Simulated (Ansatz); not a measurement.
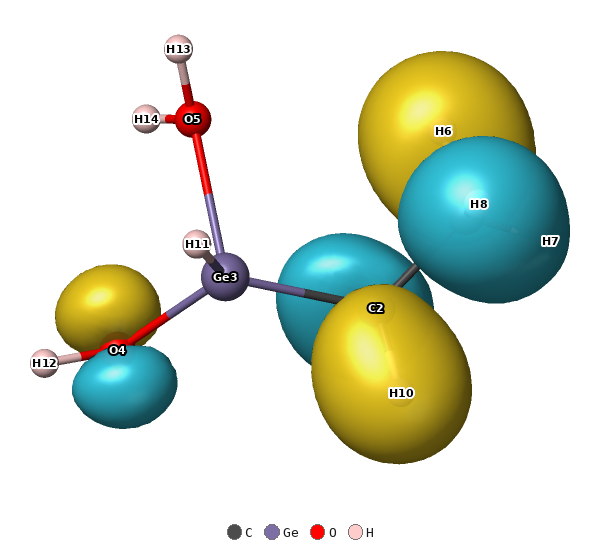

Figure. C$_{2}$H$_{9}$GeO$_{2}$ (charge +1). The HOMO−1 at ±0.1 Å⁻³ᐟ² (yellow and cyan are the two phases), seen at a tilt.

Geometry: PBE0-D3(BJ)/def2-SVP.

Method: Ansatz, isolated molecule in a Gaussian basis; Kohn-Sham density functional theory, functional PBE0.

```xyz
14

C    -0.1592   -0.1786   -0.1664
C     0.7101   -1.3032    0.3849
Ge    1.9310   -0.7609    1.7566
O     2.4211   -2.0828    2.7728
O     0.6468    0.0682    3.1055
H    -0.8037    0.2608    0.6088
H    -0.8179   -0.5723   -0.9534
H     0.4379    0.6276   -0.6184
H     0.1189   -2.1267    0.8184
H     1.3395   -1.7575   -0.4002
H     2.9066    0.4148    1.6755
H     3.2481   -2.0055    3.2664
H     0.6721    0.9927    3.3989
H     0.3767   -0.4952    3.8503
```

### What is the character of this orbital?

By Hirshfeld shares it lies mainly on C1 (about 30 %), C2 (about 15 %), H6 (about 15 %), H8 (about 10 %), H10 (about 10 %) and H9 (about 5 %). Its energy is −14.22 eV.
